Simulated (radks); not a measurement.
**La with its nuclear charge varied continuously**

What is the energy between the elements? 57 electrons are held in [Xe] 5d1 6s2 while Z is changed in small steps.

Program: radks (a radial shooting solver on a logarithmic mesh, Libxc functionals) version 1. Level of theory: Dirac Kohn-Sham, PBEsol, spin-unpolarised, spherical densities, point nucleus; open shells fill j = l - 1/2 first. These are calculated values, not measurements, unless marked.

## (1) What is computed

| Item | Value |
| --- | --- |
| element | lanthanum (Z = 57) |
| charge | 0 |
| electrons | 57 |
| configuration | [Xe] 5d1 6s2 |

## (2) Z = 57

Input:

```text
Z 57
configuration [Xe] 5d1 6s2
relativity Dirac
functional pbe_sol,pbe_sol
spin unpolarised
j_filling energy
nucleus point
c 137.035999084
```

## (3) Z = 56.8

Input: that of step 2 with these lines changed.

```diff
@@ -1,2 +1,2 @@
-Z 57
+Z 56.8
 configuration [Xe] 5d1 6s2
```

## (4) Z = 56.9

Input: that of step 3 with these lines changed.

```diff
@@ -1,2 +1,2 @@
-Z 56.8
+Z 56.9
 configuration [Xe] 5d1 6s2
```

## (5) Z = 57.1

Input: that of step 4 with these lines changed.

```diff
@@ -1,2 +1,2 @@
-Z 56.9
+Z 57.1
 configuration [Xe] 5d1 6s2
```

## (6) Z = 57.2

Input: that of step 5 with these lines changed.

```diff
@@ -1,2 +1,2 @@
-Z 57.1
+Z 57.2
 configuration [Xe] 5d1 6s2
```

## (7) Z = 57.3

Input: that of step 6 with these lines changed.

```diff
@@ -1,2 +1,2 @@
-Z 57.2
+Z 57.3
 configuration [Xe] 5d1 6s2
```

## (8) Z = 57.4

Input: that of step 7 with these lines changed.

```diff
@@ -1,2 +1,2 @@
-Z 57.3
+Z 57.4
 configuration [Xe] 5d1 6s2
```

## (9) Z = 57.5

Input: that of step 8 with these lines changed.

```diff
@@ -1,2 +1,2 @@
-Z 57.4
+Z 57.5
 configuration [Xe] 5d1 6s2
```

## (10) Z = 57.6

Input: that of step 9 with these lines changed.

```diff
@@ -1,2 +1,2 @@
-Z 57.5
+Z 57.6
 configuration [Xe] 5d1 6s2
```

## (11) Z = 57.7

Input: that of step 10 with these lines changed.

```diff
@@ -1,2 +1,2 @@
-Z 57.6
+Z 57.7
 configuration [Xe] 5d1 6s2
```

## (12) Z = 57.8

Input: that of step 11 with these lines changed.

```diff
@@ -1,2 +1,2 @@
-Z 57.7
+Z 57.8
 configuration [Xe] 5d1 6s2
```

## (13) Z = 57.9

Input: that of step 12 with these lines changed.

```diff
@@ -1,2 +1,2 @@
-Z 57.8
+Z 57.9
 configuration [Xe] 5d1 6s2
```

## (14) Z = 58

Input: that of step 13 with these lines changed.

```diff
@@ -1,2 +1,2 @@
-Z 57.9
+Z 58
 configuration [Xe] 5d1 6s2
```

Q: Predict the outcome of this session. Wanted: for each run, Z; E; E(electron-nucleus)/Z; highest level; its energy; <r>.

As calculated:

| Z | E (hartree) | E(electron-nucleus)/Z (hartree) | highest level | its energy (eV) | <r> (bohr) |
| --- | --- | --- | --- | --- | --- |
| 56.8 | -8421.8812 | -360.825 | 5d3/2 | -1.828 | 3.163 |
| 56.9 | -8458.0088 | -361.728 | 5d3/2 | -2.490 | 3.059 |
| 57 | -8494.2267 | -362.630 | 5d3/2 | -3.184 | 2.968 |
| 57.1 | -8530.5349 | -363.533 | 5d3/2 | -3.910 | 2.888 |
| 57.2 | -8566.9333 | -364.435 | 5d3/2 | -4.664 | 2.816 |
| 57.3 | -8603.4219 | -365.338 | 6s1/2 | -5.382 | 4.152 |
| 57.4 | -8640.0008 | -366.240 | 6s1/2 | -5.982 | 4.078 |
| 57.5 | -8676.6700 | -367.143 | 6s1/2 | -6.599 | 4.008 |
| 57.6 | -8713.4295 | -368.046 | 6s1/2 | -7.233 | 3.941 |
| 57.7 | -8750.2793 | -368.949 | 6s1/2 | -7.882 | 3.878 |
| 57.8 | -8787.2194 | -369.853 | 6s1/2 | -8.546 | 3.818 |
| 57.9 | -8824.2498 | -370.757 | 6s1/2 | -9.226 | 3.760 |
| 58 | -8861.3707 | -371.661 | 6s1/2 | -9.920 | 3.706 |

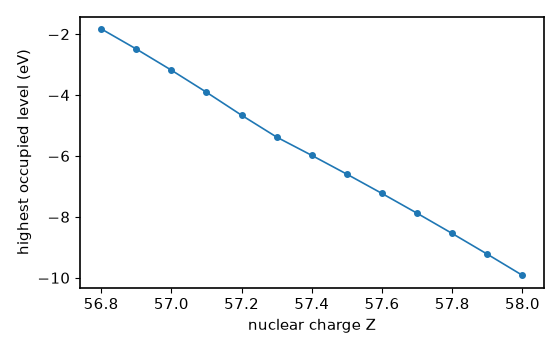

The highest occupied level against the nuclear charge.

What this shows: At Z = 57 the central difference of E is -362.630 hartree, against -362.630 from the Hellmann-Feynman theorem. The top level goes from -1.828 eV at Z = 56.8 to -9.920 eV at Z = 58. Between Z = 57.2 and 57.3 the top level changes from 5d3/2 to 6s1/2, so the curve of the top level has a kink there, while E(Z) stays smooth.
